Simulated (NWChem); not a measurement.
**B3LYP/SBKJC-VDZ (core potential) run of CH5BO (SMILES CBO)**

What is the vertical ionisation energy of CH5BO at B3LYP/SBKJC-VDZ (core potential)? 

The calculation is run with NWChem 7.3.0.

## (1) The structure to begin with

CH5BO: 8 atoms, total charge 0, spin state singlet. As SMILES, `CBO`. The coordinates come from a PBE0-D4/def2-TZVP relaxation. This is one conformer, not always the lowest.

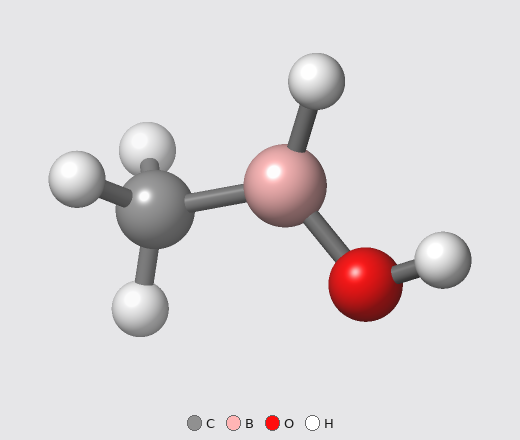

Viewed from a chosen angle; carbon grey, boron pink, oxygen red, hydrogen white.

## (2) The energy at B3LYP/SBKJC-VDZ (core potential)

Contents of a.xyz:

```xyz
8

C     -0.618600     0.710300    -0.324600
B      0.508800    -0.240100     0.180200
O      0.240700    -1.558300     0.355600
H     -1.568300     0.201200    -0.499400
H     -0.308500     1.205100    -1.251900
H     -0.780500     1.520100     0.395700
H      1.620500     0.163100     0.420800
H      0.998200    -2.058400     0.667700
```

Contents of a.nw:

```
start a
memory 2200 mb

geometry noautosym nocenter noautoz
 load format xyz a.xyz
end

basis spherical bse
 C library SBKJC-VDZ
 B library SBKJC-VDZ
 O library SBKJC-VDZ
 H library SBKJC-VDZ
end

ecp bse
 C library SBKJC-VDZ
 B library SBKJC-VDZ
 O library SBKJC-VDZ
end

dft
 xc b3lyp
 mult 1
 grid fine
 convergence energy 1e-08
 maxiter 100
 mulliken
 print low
end

task dft energy
```

Started as:

```
$ nwchem a.nw > a.out
```

The program printed:

```text
[...]
 d= 0,ls=0.0,diis     1    -27.3710517687 -6.51D+01  3.18D-02  3.56D-01     0.5
[...]
 d= 0,ls=0.0,diis     8    -27.4259690844 -7.04D-10  1.79D-06  3.60D-09     2.7
         Total DFT energy =      -27.425969084409
      One electron energy =     -116.383082566099
           Coulomb energy =       59.396323601561
    Exchange-Corr. energy =       -8.151091660363
 Nuclear repulsion energy =       37.711881540493
[...]
      Total Density - Mulliken Population Analysis
     ---------------------------------------------
    Atom       Charge   Shell Charges
 -----------   ------   -------------------------------------------------------
    1 C    4     4.24   1.15  2.77 -0.20  0.53
    2 B    3     3.32   1.01  1.80  0.24  0.27
    3 O    6     6.33   1.40  3.66  0.30  0.97
    4 H    1     0.83   0.46  0.38
    5 H    1     0.86   0.45  0.40
    6 H    1     0.86   0.45  0.40
    7 H    1     0.91   0.46  0.45
    8 H    1     0.65   0.45  0.20
[...]
```

Run time: 3.3 s. Hardware: 1 thread of Intel Xeon Platinum 8559C (Emerald Rapids), shared host; peak memory 0.11 GiB.

## (3) The doublet cation, same level

Contents of ch5bo.nw:

```
start ch5bo
title "CH5BO"
memory total 2200 mb
charge 1

geometry noautosym nocenter noautoz
  C       -0.618600       0.710300      -0.324600
  B        0.508800      -0.240100       0.180200
  O        0.240700      -1.558300       0.355600
  H       -1.568300       0.201200      -0.499400
  H       -0.308500       1.205100      -1.251900
  H       -0.780500       1.520100       0.395700
  H        1.620500       0.163100       0.420800
  H        0.998200      -2.058400       0.667700
end

basis spherical bse
  C library SBKJC-VDZ
  B library SBKJC-VDZ
  O library SBKJC-VDZ
  H library SBKJC-VDZ
end

ecp bse
  C library SBKJC-VDZ
  B library SBKJC-VDZ
  O library SBKJC-VDZ
end

dft
  xc b3lyp
  mult 2
  grid fine
  convergence energy 1e-08
  iterations 100
  mulliken
  noprint "final vectors analysis"
end

task dft
```

Started as:

```
$ nwchem ch5bo.nw > ch5bo.out
```

The program printed:

```text
[...]
          Wavefunction type:  spin polarized.
          No. of atoms     :     8
          No. of electrons :    17
[...]
          Charge           :     1
          Spin multiplicity:     2
[...]
          AO basis - number of functions:    34
[...]
              XC Information
              --------------
                         B3LYP Method XC Potential
                     Hartree-Fock (Exact) Exchange  0.200
                        Slater Exchange Functional  0.800 local
                    Becke 1988 Exchange Functional  0.720 non-local
              Lee-Yang-Parr Correlation Functional  0.810
                  VWN I RPA Correlation Functional  0.190 local
[...]
 d= 0,ls=0.0,diis     1    -26.8553014596 -6.46D+01  2.97D-02  2.90D-01     0.7
[...]
 d= 0,ls=0.0,diis    12    -27.0219948913 -4.43D-09  6.72D-07  3.41D-10     6.3
[...]
         Total DFT energy =      -27.021994891261
      One electron energy =     -111.309406756243
           Coulomb energy =       54.342000057398
    Exchange-Corr. energy =       -7.766469732910
 Nuclear repulsion energy =       37.711881540493
[...]
      Total Density - Mulliken Population Analysis
     ---------------------------------------------
    Atom       Charge   Shell Charges
 -----------   ------   -------------------------------------------------------
    1 C    4     4.21   1.18  2.75 -0.11  0.40
    2 B    3     3.05   1.05  1.73  0.13  0.14
    3 O    6     6.19   1.40  3.63  0.30  0.86
    4 H    1     0.74   0.43  0.30
    5 H    1     0.76   0.44  0.32
    6 H    1     0.76   0.44  0.32
    7 H    1     0.74   0.41  0.33
    8 H    1     0.55   0.41  0.14
[...]
      <S2> =      0.7545 (Exact =     0.7500)
[...]
```

It took 6.9 s on 1 thread of Intel Xeon Platinum 8559C (Emerald Rapids), shared host; peak memory 0.12 GiB.

## (4) Summary of results

At B3LYP/SBKJC-VDZ (core potential):

| quantity | value |
| --- | --- |
| singlet CH5BO: total energy | -27.42597 Eh |
| doublet cation: total energy | -27.02199 Eh |
| doublet cation: ⟨S²⟩ | 0.754 |
| vertical ionisation energy (to the doublet cation) | 10.993 eV |

What this shows: The vertical ionisation energy comes to 10.99 eV (1061 kJ/mol). Mulliken charges (singlet CH5BO) run from -0.33 on O3 to +0.35 on H8.
